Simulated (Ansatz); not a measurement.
# BHF2 (SMILES FBF): B3LYP/6-31G(d) (spherical functions)

What is the electronic atomisation energy of BHF2 at B3LYP/6-31G* (spherical functions)? 

The results are computed with Ansatz 0.2.0.

46 further runs of the same task are left out: 46 set aside as unsound or not needed.

## Step 1: The molecule

BHF2: 4 atoms, total charge 0, spin state singlet. SMILES: `FBF`. The coordinates come from a PBE0-D4/def2-TZVP relaxation.

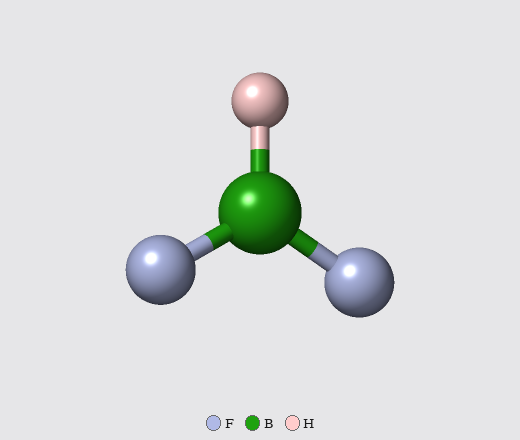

The structure, seen from a chosen angle (fluorine light blue, boron green, hydrogen pink).

## Step 2: A single-point energy at B3LYP/6-31G(d) (spherical functions)

Contents of molecule.yaml:

```yaml
crystal:
  periodic: [false, false, false]
  atoms:
    - {symbol: F, position_ang: [1.154300, 0.456900, -0.361900]}
    - {symbol: B, position_ang: [-0.001900, -0.031000, 0.025200]}
    - {symbol: F, position_ang: [-1.095400, 0.528700, -0.438900]}
    - {symbol: H, position_ang: [-0.057000, -0.954600, 0.775600]}
basis:
  gaussian:
    orbitals: 6-31G_st_-spherical.json
hamiltonian:
  xc: {name: B3LYP}
accuracy: high
output: {orbitals: {seedname: orbitals}}
```

The basis set 6-31G* is read from a file made from the Basis Set Exchange's data (not shown).

On the command line:

```bash
$ ansatz run molecule.yaml --threads 1 --pin off --max-ram 3480MiB --events-out events.jsonl --progress --plain --runs-dir runs
```

What it wrote:

```text
Warning: RAYON_NUM_THREADS=1 ignored (pool sized by the plan → 1); use --threads N
Functional definition: B3LYP
  name "B3LYP"
  parameter a0 = 0.2
  parameter ax = 0.72
  parameter ac = 0.81
  exchange = (1 - a0 - ax)*slater_x + ax*b88_x + a0*exact_x
  correlation = (1 - ac)*vwn_rpa_c + ac*lyp_c
924 factors; integrals over basis functions are off by at most 2.8e-9 eV
mean field evaluation 1: about -6127.6443 eV, gradient 3.3e1 eV
mean field evaluation 2: about -6125.9828 eV, gradient 4.8e1 eV
mean field evaluation 4: about -6129.1534 eV, gradient 3.1e-1 eV
mean field evaluation 8: about -6129.1515 eV, gradient 4.9e-3 eV
mean field evaluation 16: about -6129.1515 eV, gradient 6.9e-8 eV
mean field -6129.15147864 eV, -225.2421623520 hartree, gradient 7.0e-8 eV, S^2 0.000000; 0 other end points of the search recorded, 0 dependent functions left out
reference -6129.15150278 eV, -225.2421632392 hartree; 12, 12 occupied and 32, 32 virtual orbitals, 924 factors
Total energy: -6129.15150278 eV, -225.2421632392 hartree
```

Run time: 1.9 s. Hardware: 1 thread of Intel Xeon Platinum 8175M at 2.50GHz (Skylake/Cascade Lake), shared host; peak memory 0.12 GiB.

## Step 3: The B atom

Contents of molecule.yaml:

```yaml
crystal:
  periodic: [false, false, false]
  atoms:
    - symbol: B
      position_ang: [0.000000, 0.000000, 0.000000]
basis:
  gaussian: {orbitals: 6-31G_st_-spherical.json}
accuracy: high
magnetization: {spin_polarized: true, initial_magnetization: 1}
hamiltonian: {xc: {name: B3LYP}}
```

The basis set 6-31G* is read from a file made from the Basis Set Exchange's data (not shown).

Run the same way, it converges to -24.65384 Eh (log not shown).

## Step 4: The F atom at the same level

Contents of in.yaml:

```yaml
crystal:
  periodic: [false, false, false]
  atoms:
    - symbol: F
      position_ang: [0.000000, 0.000000, 0.000000]
basis:
  gaussian:
    orbitals: 6-31G_st_-spherical.json
magnetization:
  spin_polarized: true
  initial_magnetization: 1
hamiltonian:
  xc: {name: B3LYP}
accuracy: high
```

The basis set 6-31G* is read from a file made from the Basis Set Exchange's data (not shown).

Run the same way, it converges to -99.71458 Eh (log not shown).

## Step 5: The H atom

Contents of molecule.yaml:

```yaml
crystal:
  periodic: [false, false, false]
  atoms:
    - {symbol: H, position_ang: [0.000000, 0.000000, 0.000000]}
basis:
  gaussian: {orbitals: "6-31G*"}
magnetization: {spin_polarized: true, initial_magnetization: 1}
hamiltonian: {xc: {name: B3LYP}}
accuracy: high
```

On the command line:

```bash
$ ansatz run molecule.yaml --threads 1 --pin off --max-ram 3480MiB --events-out events.jsonl --progress --plain --runs-dir runs
```

What it wrote:

```text
Warning: RAYON_NUM_THREADS=1 ignored (pool sized by the plan → 1); use --threads N
Functional definition: B3LYP
  name "B3LYP"
  parameter a0 = 0.2
  parameter ax = 0.72
  parameter ac = 0.81
  exchange = (1 - a0 - ax)*slater_x + ax*b88_x + a0*exact_x
  correlation = (1 - ac)*vwn_rpa_c + ac*lyp_c
3 factors; integrals over basis functions are off by at most 5.4e-10 eV
mean field evaluation 1: about -13.6135 eV, gradient 2.1e-1 eV
mean field evaluation 2: about -13.6127 eV, gradient 2.0e-1 eV
mean field evaluation 4: about -13.6131 eV, gradient 4.2e-7 eV
mean field evaluation 8: about -13.6131 eV, gradient 8.0e-10 eV
mean field -13.61309805 eV, -0.5002721262 hartree, gradient 8.6e-9 eV, S^2 0.750000; 0 other end points of the search recorded, 0 dependent functions left out
reference -13.61311596 eV, -0.5002727842 hartree; 1, 0 occupied and 1, 2 virtual orbitals, 3 factors
Total energy: -13.61311596 eV, -0.5002727842 hartree
```

Run time: 0.16 s. Hardware: 1 thread of Intel Xeon Platinum 8175M at 2.50GHz (Skylake/Cascade Lake), shared host.

## Step 6: Summary of results

Level: B3LYP/6-31G* (spherical functions).

| quantity | value |
| --- | --- |
| molecule: total energy | -225.24216 Eh |
| molecule: HOMO energy | -10.24 eV |
| molecule: LUMO energy | 0.09 eV |
| molecule: HOMO–LUMO gap | 10.32 eV |
| B atom: total energy | -24.65384 Eh |
| B atom: ⟨S²⟩ | 0.752 |
| F atom: total energy | -99.71458 Eh |
| F atom: ⟨S²⟩ | 0.751 |
| H atom: total energy | -0.50027 Eh |
| H atom: ⟨S²⟩ | 0.750 |
| electronic atomisation energy | 17.930 eV |

In words: Taking the molecule apart into free atoms costs 17.93 eV (1730 kJ/mol), before zero-point energy and without spin-orbit coupling.
